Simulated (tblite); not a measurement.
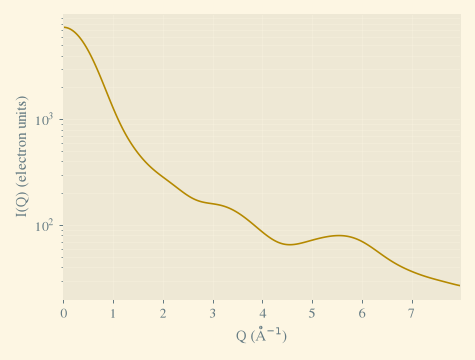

Elastic X-ray scattering of a randomly oriented, rigid molecule, calculated with the Debye equation from neutral-atom form factors (independent atoms, no Compton part, no vibration). The geometry is the end point of an optimisation (GFN2-xTB geometry optimisation, gas phase (tblite)); it may be a saddle point or a higher isomer. It contains C, N, F, H.

> How many electrons does the independent-atom model of the molecule hold?

I(0) is the square of the electron number: I(0) = 7390, so about 86 electrons, the count of C7H5F2N3.

> What radius of gyration does the initial fall-off give?

From I(Q) ≈ I(0) exp(−Q²R²/3) at small Q, R ≈ 2.50 Å. It is larger than the electron-weighted radius of the nuclear positions alone (2.39 Å), because each atom's electron cloud adds to it.
